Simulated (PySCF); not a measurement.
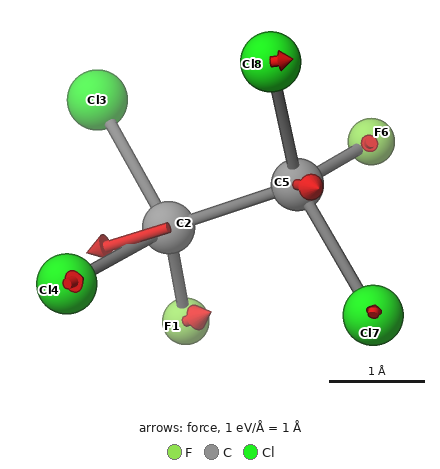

Starting geometry of C$_{2}$Cl$_{4}$F$_{2}$ with the computed forces as red arrows. The picture is a ball-and-stick view, seen at a tilt.

The start comes from GFN2-xTB. Its atoms were then displaced at random by about 0.01 Å.

Level of theory: PySCF 2.14.0, density-fitted response routines, PBE0-D3(BJ)/def2-TZVP geometry optimisation, gas phase. 

Q: What follows when this structure is relaxed?

A: It isn't relaxed: the largest force vector, on C2, is 1.00 eV/Å. The final displacements follow the starting forces only in part (cosine between the two patterns 0.52). Cl8 moves most after the best rigid fit: 0.070 Å. Largest moves by element: Cl 0.070 Å, F 0.054 Å, C 0.026 Å. Near-neighbour distances that change, for instance: C2–C5 1.540 → 1.564 Å, C2–Cl4 1.771 → 1.753 Å, C5–Cl7 1.767 → 1.758 Å, C5–F6 1.332 → 1.339 Å. Among the angles between lasting bonds that change: C2–C5–F6 109.9° → 107.2°, C2–C5–Cl8 108.7° → 111.4°. Over 5 geometry steps the energy falls by 3.87 kJ/mol.
